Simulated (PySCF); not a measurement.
# AlH3Cl− (SMILES [H][Al-]([H])([H])[Cl]) at CCSDT/STO-3G

What is the energy change on altering one bond length of AlH3Cl− at CCSDT/STO-3G? Input form: a Python script.

The calculation is run with PySCF 2.14.0.

11 further runs of the same task are left out: 2 that didn't finish, 9 set aside as unsound or not needed.

## Step 1: Starting point

AlH3Cl−: 5 atoms, total charge -1, spin state singlet. SMILES: `[H][Al-]([H])([H])[Cl]`. The shape comes from GFN2-xTB, which is rough for such elements, and wasn't checked as a minimum.

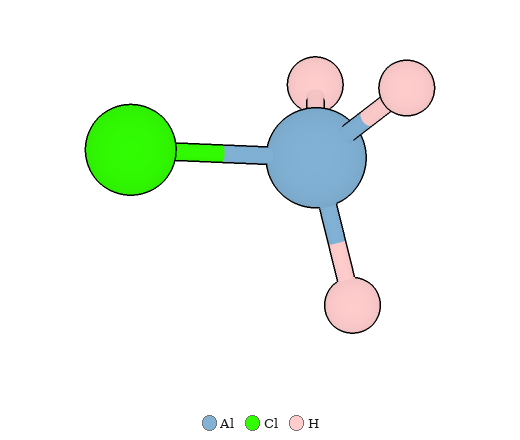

The structure, seen from a chosen angle (aluminium light blue, chlorine green, hydrogen pink).

## Step 2: A single-point energy at CCSDT/STO-3G

Input file calc.py:

```python
from pyscf import gto, cc

mol = gto.M(
    atom='''
Al    -0.004630     0.000794    -0.253620
Cl     0.026173    -0.034695     3.707284
H      2.895249     0.022072    -1.165942
H     -1.465275     2.521632    -1.115770
H     -1.451518    -2.509802    -1.171933
''',
    basis='sto-3g',
    unit='bohr',
    max_memory=1860,
    verbose=4,
    charge=-1,
    spin=0,
)

mf = mol.RHF()
mf.conv_tol = 1e-10
mf.kernel()
if not mf.converged:
    mf = mf.newton().run(mf.mo_coeff, mf.mo_occ)

mycc = cc.CCSDT(mf, frozen=10)
mycc.kernel()
energy = mycc.e_tot
print('Final energy', energy)
```

Command:

```bash
$ OMP_NUM_THREADS=1 python calc.py
```

Log:

```text
PySCF version 2.14.0

[... 53 lines left out ...]
converged SCF energy = -695.309595817262
[... 16 lines left out ...]
WARN: A large `blksize` is being used, which may cause large memory consumption
[... 13 lines left out ...]
Init t2, MP2 energy = -695.345913943500  E_corr(MP2) -0.036318126238
[... 10 lines left out ...]
RCCSDT converged
[... 3 lines left out ...]
Final energy -695.3621474088284
```

Run time: 1.4 s. Hardware: 1 thread of Intel Xeon Platinum 8259CL at 2.50GHz (Skylake/Cascade Lake), shared host; peak memory 0.12 GiB.

## Step 3: The distorted shape

Input file input.xyz:

```xyz
5

Al    -0.005710     0.004176    -0.553413
Cl     0.013850    -0.018360     1.961810
H      1.528840     0.015436    -1.036193
H     -0.778650     1.338146    -1.009643
H     -0.771370    -1.324374    -1.039363
```

Input file job.py:

```python
from pyscf import gto, cc

mol = gto.M(
    atom='input.xyz',
    charge=-1,
    verbose=4,
    basis='sto-3g',
    max_memory=1860,
)

mf = mol.RHF()
mf.conv_tol = 1e-10
mf.kernel()
if not mf.converged:
    mf = mf.newton().run(mf.mo_coeff, mf.mo_occ)

mycc = cc.CCSDT(mf, frozen=10)
mycc.kernel()
e_final = mycc.e_tot
print(f'total energy: {e_final:.8f} hartree')
```

Command:

```bash
$ OMP_NUM_THREADS=1 python job.py
```

Log:

```text
PySCF version 2.14.0

[... 53 lines left out ...]
converged SCF energy = -695.290698172912
[... 16 lines left out ...]
WARN: A large `blksize` is being used, which may cause large memory consumption
[... 13 lines left out ...]
Init t2, MP2 energy = -695.328085590986  E_corr(MP2) -0.037387418074
[... 11 lines left out ...]
RCCSDT converged
[... 3 lines left out ...]
total energy: -695.34537794 hartree
```

It took 1.3 s on 1 thread of Intel Xeon Platinum 8259CL at 2.50GHz (Skylake/Cascade Lake), shared host; peak memory 0.12 GiB.

## Step 4: Outcome

Level: CCSDT/STO-3G, 10 core orbitals frozen.

```
                                                              quantity          value
                                             first shape: total energy  -695.36215 Eh
                      first shape: HOMO energy (Hartree–Fock orbitals)       -2.13 eV
                      first shape: LUMO energy (Hartree–Fock orbitals)       20.18 eV
    first shape: HOMO–LUMO gap (to an unbound level, set by the basis)       22.31 eV
             first shape: correlation energy (10 core orbitals frozen)      -52.6 mEh
                                            first shape: T1 diagnostic          0.005
                                         distorted shape: total energy  -695.34538 Eh
                  distorted shape: HOMO energy (Hartree–Fock orbitals)       -2.17 eV
                  distorted shape: LUMO energy (Hartree–Fock orbitals)       16.02 eV
distorted shape: HOMO–LUMO gap (to an unbound level, set by the basis)       18.18 eV
         distorted shape: correlation energy (10 core orbitals frozen)      -54.7 mEh
                                        distorted shape: T1 diagnostic          0.006
   energy change with the Al1–Cl2 bond stretched from 2.096 to 2.515 Å       0.456 eV
```

What this shows: With the Al1–Cl2 bond stretched from 2.096 to 2.515 Å the energy rises by 0.46 eV (10.5 kcal/mol). The first shape isn't relaxed at this level, so the change isn't measured from a minimum. The minimal basis adds a large error of its own. Mulliken charges (first shape) of the mean-field density run from -0.67 on Cl2 to +0.82 on Al1; they depend strongly on the basis. Mulliken charges (distorted shape) of the mean-field density run from -0.74 on Cl2 to +0.82 on Al1.
